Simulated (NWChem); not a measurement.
# One shape, several levels: C7H16 (2,2-dimethylpentane)

Aim: a comparison of 6 runs (HF/MINI, HF/SBKJC-VDZ, HF/LANL2DZ, HF/MIDI!, HF/DGauss-DZVP, HF/jorge-DZP) of C7H16 (2,2-dimethylpentane). 

Program for the calculation: NWChem 7.3.0.

## Step 1: Starting point

C7H16: 23 atoms, total charge 0, spin state singlet. SMILES: `CCCC(C)(C)C`. Geometry: relaxed at PBE0-D4/def2-TZVP. This is a higher conformer, about 10 kJ/mol above the lowest found by a separate search.

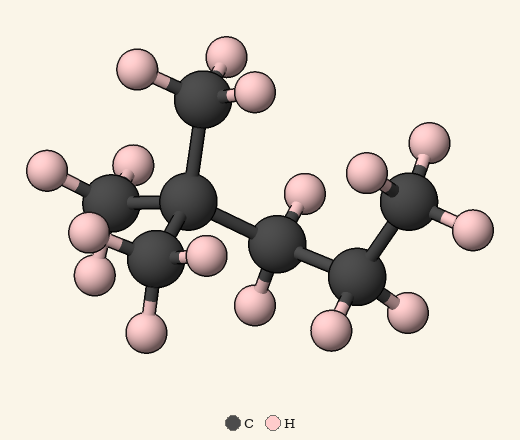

The structure, seen from a chosen angle (carbon dark grey, hydrogen pink).

## Step 2: The charge distribution at HF/MINI (run 1)

Input file input.nw:

```
start input
memory 2200 mb

geometry units angstrom noautosym nocenter noautoz
   C      1.915800    -1.580200     0.301900
   C      0.510900    -1.791600    -0.241100
   C     -0.160300    -0.592900    -0.906000
   C     -0.524700     0.639700    -0.056100
   C     -1.167800     0.224500     1.263300
   C     -1.530700     1.465100    -0.858000
   C      0.690700     1.524600     0.219400
   H      2.373700    -2.536600     0.566200
   H      2.560200    -1.097500    -0.438400
   H      1.925000    -0.961400     1.200700
   H      0.549600    -2.588000    -0.992400
   H     -0.133300    -2.177200     0.556100
   H     -1.090900    -0.960500    -1.354800
   H      0.460400    -0.255400    -1.746000
   H     -0.464500    -0.308400     1.907800
   H     -2.030200    -0.427400     1.095100
   H     -1.516900     1.103600     1.812400
   H     -2.451500     0.901900    -1.034000
   H     -1.793700     2.385000    -0.328000
   H     -1.118400     1.746000    -1.831700
   H      0.386200     2.432400     0.748700
   H      1.169000     1.830500    -0.715500
   H      1.441500     1.024000     0.830400
end

basis spherical bse
   * library MINI
end

scf
   thresh 1e-08
   maxiter 80
   noprint "final vectors analysis"
end

property
   dipole
   quadrupole
   mulliken
end

task scf property
```

Run with:

```
$ nwchem input.nw > input.out
```

What it wrote:

```text
[...]
  functions       =    51
[...]
  wavefunction    = RHF
[...]
         Total SCF energy =   -272.097310052963
      One-electron energy =  -1035.545079527660
      Two-electron energy =    422.751970498612
 Nuclear repulsion energy =    340.695798976084
        Time for solution =     10.6s
[...]
   Dipole moment        0.1852807792 Debye(s)
             DMX       -0.0811956769 DMXEFC        0.0000000000
             DMY       -0.1068539205 DMYEFC        0.0000000000
             DMZ       -0.1277437626 DMZEFC        0.0000000000
   -EFC- dipole         0.0000000000 DEBYE(S)
   Total dipole         0.1852807792 DEBYE(S)
[...]
```

Wall time 11 s (1 thread of AMD EPYC 9R45 (Zen 5), shared host); peak memory 0.098 GiB.

Atomic charges (e):

```csv
atom,Mulliken
C1,-0.633
C2,-0.417
C3,-0.386
C4,-0.007
C5,-0.613
C6,-0.607
C7,-0.609
H8,+0.214
H9,+0.209
H10,+0.202
H11,+0.213
H12,+0.208
H13,+0.201
H14,+0.196
H15,+0.203
H16,+0.203
H17,+0.205
H18,+0.202
H19,+0.203
H20,+0.204
H21,+0.203
H22,+0.202
H23,+0.205
```

## Step 3: The charge distribution at HF/SBKJC-VDZ (core potential) (run 2)

Input file a.xyz:

```xyz
23
C7H16
C      1.915800    -1.580200     0.301900
C      0.510900    -1.791600    -0.241100
C     -0.160300    -0.592900    -0.906000
C     -0.524700     0.639700    -0.056100
C     -1.167800     0.224500     1.263300
C     -1.530700     1.465100    -0.858000
C      0.690700     1.524600     0.219400
H      2.373700    -2.536600     0.566200
H      2.560200    -1.097500    -0.438400
H      1.925000    -0.961400     1.200700
H      0.549600    -2.588000    -0.992400
H     -0.133300    -2.177200     0.556100
H     -1.090900    -0.960500    -1.354800
H      0.460400    -0.255400    -1.746000
H     -0.464500    -0.308400     1.907800
H     -2.030200    -0.427400     1.095100
H     -1.516900     1.103600     1.812400
H     -2.451500     0.901900    -1.034000
H     -1.793700     2.385000    -0.328000
H     -1.118400     1.746000    -1.831700
H      0.386200     2.432400     0.748700
H      1.169000     1.830500    -0.715500
H      1.441500     1.024000     0.830400
```

Input file a.nw:

```
start a
title "C7H16"
memory total 2200 mb
geometry units angstrom noautosym nocenter noautoz
   load format xyz a.xyz
end
basis spherical bse
   * library SBKJC-VDZ
end
ecp bse
   C library SBKJC-VDZ
end
scf
   thresh 1e-08
   maxiter 80
   noprint "final vectors analysis"
end
property
   dipole
   quadrupole
   mulliken
end
task scf property
```

Run with:

```
$ nwchem a.nw > a.out
```

What it wrote:

```text
[...]
  functions       =    88
[...]
  wavefunction    = RHF
[...]
         Total SCF energy =    -47.577635326939
      One-electron energy =   -457.462080652615
      Two-electron energy =    214.380981454376
 Nuclear repulsion energy =    195.503463871299
        Time for solution =     14.8s
[...]
   Dipole moment        0.1160655332 Debye(s)
             DMX       -0.0105373914 DMXEFC        0.0000000000
             DMY       -0.1110082111 DMYEFC        0.0000000000
             DMZ       -0.0322078942 DMZEFC        0.0000000000
   -EFC- dipole         0.0000000000 DEBYE(S)
   Total dipole         0.1160655332 DEBYE(S)
[...]
```

Wall time 16 s (1 thread of AMD EPYC 9R45 (Zen 5), shared host); peak memory 0.099 GiB.

Runs 3 to 5 aren't shown in full; the table further down has their settings and results.

## Step 4: Energy and one-electron properties at HF/jorge-DZP (run 6)

Input file m1.nw:

```
start m1
title "C7H16"
memory stack 880 mb heap 220 mb global 1100 mb
charge 0
geometry units angstroms noautosym nocenter noautoz
  C      1.915800    -1.580200     0.301900
  C      0.510900    -1.791600    -0.241100
  C     -0.160300    -0.592900    -0.906000
  C     -0.524700     0.639700    -0.056100
  C     -1.167800     0.224500     1.263300
  C     -1.530700     1.465100    -0.858000
  C      0.690700     1.524600     0.219400
  H      2.373700    -2.536600     0.566200
  H      2.560200    -1.097500    -0.438400
  H      1.925000    -0.961400     1.200700
  H      0.549600    -2.588000    -0.992400
  H     -0.133300    -2.177200     0.556100
  H     -1.090900    -0.960500    -1.354800
  H      0.460400    -0.255400    -1.746000
  H     -0.464500    -0.308400     1.907800
  H     -2.030200    -0.427400     1.095100
  H     -1.516900     1.103600     1.812400
  H     -2.451500     0.901900    -1.034000
  H     -1.793700     2.385000    -0.328000
  H     -1.118400     1.746000    -1.831700
  H      0.386200     2.432400     0.748700
  H      1.169000     1.830500    -0.715500
  H      1.441500     1.024000     0.830400
end
basis spherical bse
  * library jorge-DZP
end
scf
  thresh 1e-08
  maxiter 80
  noprint "final vectors analysis"
end
property
  dipole
  quadrupole
  mulliken
end
task scf property
```

Run with:

```
$ nwchem m1.nw > m1.out
```

What it wrote:

```text
[...]
  functions       =   185
[...]
  wavefunction    = RHF
[...]
         Total SCF energy =   -274.429334683786
      One-electron energy =  -1044.520408828243
      Two-electron energy =    429.395275168373
 Nuclear repulsion energy =    340.695798976084
        Time for solution =    104.7s
[...]
   Dipole moment        0.1247312789 Debye(s)
             DMX       -0.0055748692 DMXEFC        0.0000000000
             DMY       -0.1245047643 DMYEFC        0.0000000000
             DMZ       -0.0050375033 DMZEFC        0.0000000000
   -EFC- dipole         0.0000000000 DEBYE(S)
   Total dipole         0.1247312789 DEBYE(S)
[...]
```

Wall time 1.8 min (1 thread of AMD EPYC 9R45 (Zen 5), shared host); peak memory 0.1 GiB.

Atomic charges (e):

```csv
atom,Mulliken
C1,-0.133
C2,-0.104
C3,-0.033
C4,-0.222
C5,-0.085
C6,-0.085
C7,-0.075
H8,+0.052
H9,+0.051
H10,+0.059
H11,+0.038
H12,+0.048
H13,+0.033
H14,+0.033
H15,+0.052
H16,+0.047
H17,+0.047
H18,+0.047
H19,+0.045
H20,+0.047
H21,+0.045
H22,+0.046
H23,+0.048
```

## Step 5: The series

```csv
run,level,core potential,energy (Eh),dipole moment (D),wall time
1,HF/MINI,–,-272.097310,0.19,11 s
2,HF/SBKJC-VDZ (core potential),SBKJC-VDZ,-47.577635,0.12,16 s
3,HF/LANL2DZ,–,-274.306703,0.13,31 s
4,HF/MIDI!,–,-272.742503,0.10,15 s
5,HF/DGauss-DZVP,–,-274.367548,0.17,60 s
6,HF/jorge-DZP,–,-274.429335,0.12,1.8 min
```

## Step 6: What came out

| quantity | value |
| --- | --- |
| run 6: total energy | -274.42933 Eh |
| run 6: dipole moment | 0.12 D |

**Reading.** The dipole moment (its size) runs from 0.10 D (HF/MIDI!) to 0.19 D (HF/MINI). Some runs of one species differ in core potentials or relativity; totals across that change don't compare. In run 1 the basis is minimal, so the values are rough. All runs together took 4 min, the longest 1.8 min.
